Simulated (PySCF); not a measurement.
SMILES CO[Si](OC)(OC)[S][GeH3] at its GFN2-xTB optimised geometry (Å):

```
21

Si    -0.5583    -0.8164     0.0000
O     -1.0261    -1.5548     1.3490
C     -2.3378    -1.6956     1.8288
O      1.0705    -0.8164     0.0000
C      1.8781    -0.4468     1.0947
O     -1.2431     0.6561     0.0000
C     -1.2723     1.5950    -1.0477
S     -0.9519    -1.8188    -1.8379
Ge     1.0903    -1.5585    -2.6166
H     -2.8275    -0.7236     1.8841
H     -2.2733    -2.1375     2.8226
H     -2.9119    -2.3486     1.1703
H      1.7522     0.6141     1.3169
H      1.6075    -1.0319     1.9730
H      2.9119    -0.6457     0.8176
H     -1.5466     1.1108    -1.9882
H     -0.2936     2.0667    -1.1628
H     -2.0159     2.3486    -0.7908
H      2.1069    -2.4193    -1.9357
H      1.5265    -0.1220    -2.6197
H      0.9891    -2.0024    -4.0553
```

Calculation: PBE0/def2-SVP run with PySCF. Cells within 0.4 Å of a nucleus heavier than hydrogen are left out (blank, or x).

Map of the HOMO−1 amplitude (bohr^(-3/2)) on the plane z = 0.0 Å; orbital energy -8.18 eV, overall sign arbitrary:

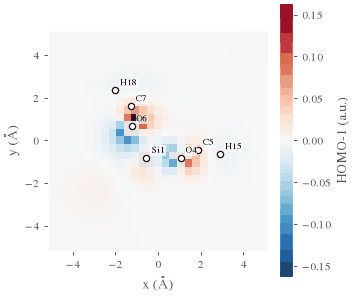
Figure: HOMO−1 amplitude (bohr^(-3/2)) on the plane z = 0.0 Å.
